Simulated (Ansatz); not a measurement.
# Two runs on GeNH5

System: GeNH5.
Method of the first run: RHF-CCSD(T), frozen core with filled d shells/def2-TZVPP (Ansatz 0.2.0).

The geometry: displaced from a GFN2-xTB structure. Text and figures count atoms from 1; the logs count them from 0 in places.

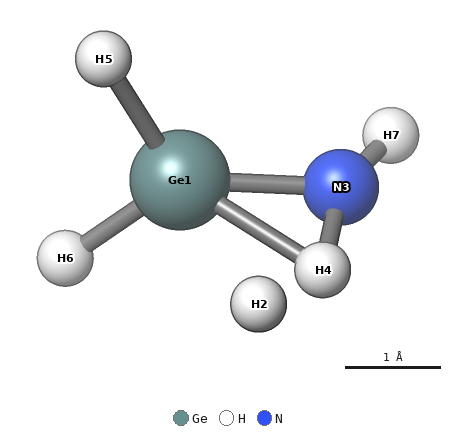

**Figure 1.** The input geometry (ball-and-stick view, seen at a tilt; atoms are numbered from 1 in the order of the input). Sticks mark near contacts. Bond lengths as drawn: Ge–H 1.57 to 1.87 Å, Ge–N 1.70 Å and H–N 1.16 to 1.18 Å.

Input file, the first run:
```yaml
crystal:
  periodic: [false, false, false]
  atoms:
    - {symbol: Ge, position_ang: [-0.599100, -0.260200, 0.160300]}
    - {symbol: H, position_ang: [0.860200, 0.873100, 1.008700]}
    - {symbol: N, position_ang: [0.699600, -0.015200, -0.916900]}
    - {symbol: H, position_ang: [1.129400, 0.451000, 0.077600]}
    - {symbol: H, position_ang: [-2.077200, 0.603500, 0.070100]}
    - {symbol: H, position_ang: [-0.908000, -1.315500, 1.286300]}
    - {symbol: H, position_ang: [0.738900, -0.563000, -1.933100]}
basis:
  gaussian: {orbitals: def2-TZVPP}
correlation: {method: ccsd_t, frozen_orbitals: {Ge: 14, H: 0, "N": 1}}
output: {forces: true}
```

Hardware: 4 CPU threads, shared host.

Output (the first run):
```
Functional definition: HF
  exchange = exact_x
  correlation = 0
891 factors; integrals over basis functions are off by at most 8.8e-4 eV
mean field evaluation 1: about -58026.3116 eV, gradient 3.9e1 eV
mean field evaluation 2: about -58026.4131 eV, gradient 3.9e1 eV
mean field evaluation 4: about -58029.7541 eV, gradient 2.9e0 eV
mean field evaluation 8: about -58029.7954 eV, gradient 2.1e-1 eV
mean field evaluation 16: about -58026.3109 eV, gradient 3.9e1 eV
mean field -58029.79583890 eV, -2132.5556630713 hartree, gradient 2.0e-6 eV, S^2 0.000000; 0 other end points of the search recorded, 0 dependent functions left out
15 core orbitals not correlated: weight in the atoms' cores, before any rotation towards them, 0.998 or more for the frozen orbitals, at most 0.004 for the correlated occupied ones
reference -58029.79583890 eV, -2132.5556630713 hartree; 7, 7 occupied and 127, 127 virtual orbitals, 891 factors
second order -10.23935410 eV of doubles, -0.00000000 eV of singles
cycle   1  -10.48473225 eV  change   -2.5e-1 eV  update   8.7e-2
cycle   2  -10.83608969 eV  change   -3.5e-1 eV  update   2.9e-2
cycle   3  -10.92026165 eV  change   -8.4e-2 eV  update   1.6e-2
cycle   4  -10.91158341 eV  change    8.7e-3 eV  update   5.1e-3
cycle   5  -10.91251679 eV  change   -9.3e-4 eV  update   3.0e-3
cycle   6  -10.91281896 eV  change   -3.0e-4 eV  update   1.3e-3
cycle   7  -10.91245141 eV  change    3.7e-4 eV  update   5.5e-4
cycle   8  -10.91271406 eV  change   -2.6e-4 eV  update   2.1e-4
cycle   9  -10.91273224 eV  change   -1.8e-5 eV  update   8.1e-5
cycle  10  -10.91270524 eV  change    2.7e-5 eV  update   3.4e-5
cycle  11  -10.91273394 eV  change   -2.9e-5 eV  update   1.9e-5
cycle  12  -10.91272475 eV  change    9.2e-6 eV  update   9.3e-6
cycle  13  -10.91273335 eV  change   -8.6e-6 eV  update   3.5e-6
perturbative correction -0.47081253 eV, -0.0173020413 hartree
the calculation of the forces begins
Total energy: -58041.17938478 eV, -2132.9740006663 hartree
Atom 0 at    -0.599100    -0.260200     0.160300 Å, force    -3.435574     1.904549     3.792920 eV/Å
Atom 1 at     0.860200     0.873100     1.008700 Å, force    -1.600422    -0.451776     0.962356 eV/Å
Atom 2 at     0.699600    -0.015200    -0.916900 Å, force     1.658453    -1.950564    -6.072751 eV/Å
Atom 3 at     1.129400     0.451000     0.077600 Å, force     1.188942    -0.324841    -1.564985 eV/Å
Atom 4 at    -2.077200     0.603500     0.070100 Å, force     1.442105    -0.974569    -0.180801 eV/Å
Atom 5 at    -0.908000    -1.315500     1.286300 Å, force     0.251116    -0.107764    -0.421731 eV/Å
Atom 6 at     0.738900    -0.563000    -1.933100 Å, force     0.495381     1.904965     3.484992 eV/Å
Dipole moment:    -0.264388    -0.374879    -0.172800 e Å
```

For the second run the input was changed thus:
```diff
-correlation: {method: ccsd_t, frozen_orbitals: {Ge: 14, H: 0, "N": 1}}
+hamiltonian: {xc: {name: B97M-V}}
```

How does the second run compare with the first run?

The total energies belong to different methods, so their difference says nothing on which is more stable or more accurate. The largest force goes from 6.590 to 6.028 eV/Å. The dipole moment goes from 2.35 to 2.23 D.

Output (the second run):
```
Functional definition: B97M-V
  parameter cx00 = 1.000
  parameter cx01 = 1.308
  parameter cx02 = 1.901
  parameter cx10 = 0.416
  parameter cx11 = 3.070
  parameter css00 = 1.000
  parameter css02 = -1.855
  parameter css10 = -5.668
  parameter css32 = -20.497
  parameter css42 = -20.364
  parameter cos00 = 1.000
  parameter cos01 = 1.573
  parameter cos03 = -6.298
  parameter cos10 = 2.535
  parameter cos32 = -6.427
  parameter b = 6.0
  parameter c = 0.01
  gx(w, u) = cx00 + cx01*u + cx02*u^2 + (cx10 + cx11*u)*w
  gss(w, u) = css00 + css02*u^2 + css10*w + (css32*w^3 + css42*w^4)*u^2
  gos(w, u) = cos00 + cos01*u + cos03*u^3 + cos10*w + cos32*w^3*u^2
  exchange = spin_sum(e_x_unif_s*gx(b97_w, b97_u_x))
  correlation = spin_sum(e_c_pw_mod_same_spin*gss(b97_w, b97_u_same))
      + integral(e_c_pw_mod_opposite_spin*gos(b97_w_opposite, b97_u_opposite)) + vv10(b, c)
808 factors; their error is unknown
mean field evaluation 1: about -58065.5969 eV, gradient 6.9e1 eV
mean field evaluation 2: about -57989.7662 eV, gradient 1.5e2 eV
mean field evaluation 4: about -58074.9002 eV, gradient 1.1e1 eV
mean field evaluation 8: about -58075.2196 eV, gradient 6.5e-2 eV
mean field evaluation 16: about -58075.2124 eV, gradient 1.7e-4 eV
mean field -58075.21239565 eV, -2134.2246907472 hartree, gradient 8.2e-5 eV, S^2 0.000000; 0 other end points of the search recorded, 0 dependent functions left out
the calculation of the forces begins
reference -58075.21244695 eV, -2134.2246926326 hartree; 22, 22 occupied and 127, 127 virtual orbitals, 808 factors
Total energy: -58075.21244695 eV, -2134.2246926326 hartree
Atom 0 at    -0.599100    -0.260200     0.160300 Å, force    -2.867945     1.840871     3.247687 eV/Å
Atom 1 at     0.860200     0.873100     1.008700 Å, force    -1.509038    -0.434061     0.913448 eV/Å
Atom 2 at     0.699600    -0.015200    -0.916900 Å, force     1.169181    -1.967487    -5.576690 eV/Å
Atom 3 at     1.129400     0.451000     0.077600 Å, force     1.130850    -0.330327    -1.490877 eV/Å
Atom 4 at    -2.077200     0.603500     0.070100 Å, force     1.373021    -0.932210    -0.174447 eV/Å
Atom 5 at    -0.908000    -1.315500     1.286300 Å, force     0.255919    -0.062466    -0.424790 eV/Å
Atom 6 at     0.738900    -0.563000    -1.933100 Å, force     0.448011     1.885680     3.505670 eV/Å
Dipole moment:    -0.222649    -0.365650    -0.181298 e Å
```

The two runs side by side:

```csv
quantity,the first run,the second run
outcome,converged,converged
total energy (hartree),−2132.974001,−2134.224693
dipole moment (D),2.35,2.23
largest force (eV/Å),6.590,6.028
basis functions,149,149
wall time (shared host),25 s,4.1 s
```
